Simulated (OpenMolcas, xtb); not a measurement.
# A ladder of methods for CH7BGe (SMILES C[BH][GeH3])

The species is CH7BGe (10 atoms), meant as a singlet with charge 0. As SMILES, `C[BH][GeH3]`. Geometry: relaxed at PBE0-D4/def2-TZVP.

Quantity: the vertical ionisation energy (to the doublet cation), in eV. The values are calculated.

```tsv
level	kind	program	value (eV)
GFN1-xTB	semi-empirical	xtb	14.48
HF/def2-SVP	Hartree–Fock	OpenMolcas	9.48
SVWN5/def2-SVP	LDA	OpenMolcas	9.81
PBE/def2-SVP	GGA	OpenMolcas	9.71
M06-L/def2-SVP	meta-GGA	OpenMolcas	9.79
B3LYP/def2-SVP	global hybrid	OpenMolcas	9.97
BHLYP/def2-SVP	global hybrid	OpenMolcas	10.07
```

All-electron rows without a relativistic Hamiltonian named are non-relativistic. The values span 9.48 to 14.48 eV. The xTB values lack the empirical shift that such differences need.

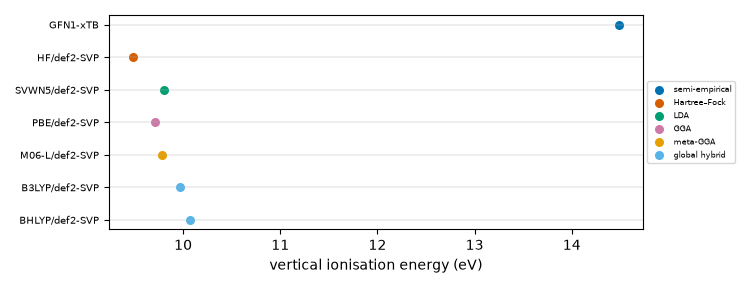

The values of the table, level by level.
